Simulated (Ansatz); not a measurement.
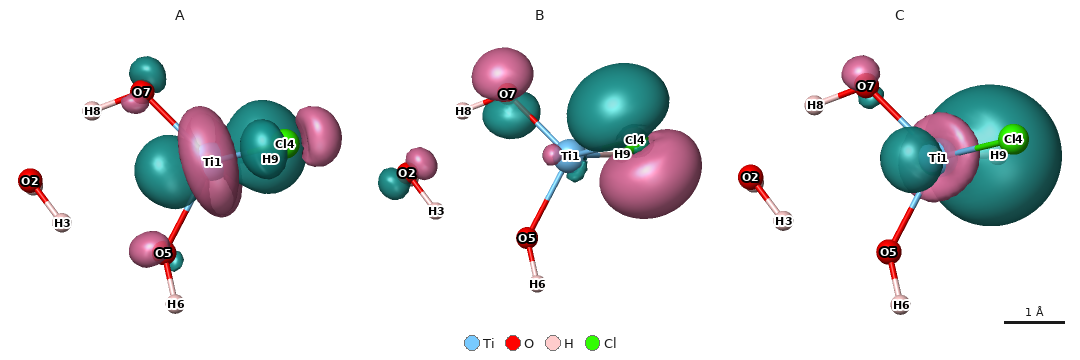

The picture shows: ClH3O2Ti···H2O. Three frontier orbitals at ±0.15 Å⁻³ᐟ² (teal and pink are the two phases), in no order.

All numbers below come from Ansatz 0.2.0, RKS PBE0-D4/def2-SVP.

The calculation's input:

```
crystal:
  periodic: [false, false, false]
  atoms:
    - { symbol: Ti, position_ang: [0.430426, 0.244535, -0.54069] }
    - { symbol: O, position_ang: [-0.709695, -0.225584, 2.326794] }
    - { symbol: H, position_ang: [-1.391403, 0.447987, 2.434481] }
    - { symbol: Cl, position_ang: [1.834063, 0.216705, -2.230019] }
    - { symbol: O, position_ang: [-0.929363, 1.338728, -0.739104] }
    - { symbol: H, position_ang: [-1.888569, 1.348425, -0.797091] }
    - { symbol: O, position_ang: [-0.064458, -1.345068, -0.021197] }
    - { symbol: H, position_ang: [-0.501398, -1.349305, 0.860204] }
    - { symbol: H, position_ang: [1.250946, 0.831901, 0.828162] }
    - { symbol: H, position_ang: [0.114552, 0.302877, 2.20286] }
basis:
  gaussian: { orbitals: def2-SVP }
hamiltonian:
  xc: pbe0
  dispersion: d4
relax:
  f_tol: 0.03
  max_steps: 50
output:
  orbitals: {}
```

Launched as:

```sh
ansatz run input.yaml --threads 4 --pin off --max-ram 5120MiB --backend cpu --events-out ev --progress --plain --runs-dir out
```

The fields are those of the run's last geometry, not of the input's.

> Which picture is the HOMO−1, the HOMO and the LUMO?

B is the HOMO−1 (−8.91 eV). By Hirshfeld shares it lies mainly on Cl4 (about 75 %), O7 (about 10 %) and Ti1 (about 10 %); largely a lone pair of Cl4. C is the HOMO (−8.52 eV). By Hirshfeld shares it lies mainly on H9 (about 50 %) and Ti1 (about 45 %). A is the LUMO (−2.07 eV). It lies mainly on Ti1 (about 80 %) and Cl4 (about 10 %).

> What is the HOMO–LUMO gap?

6.45 eV between the orbital energies.
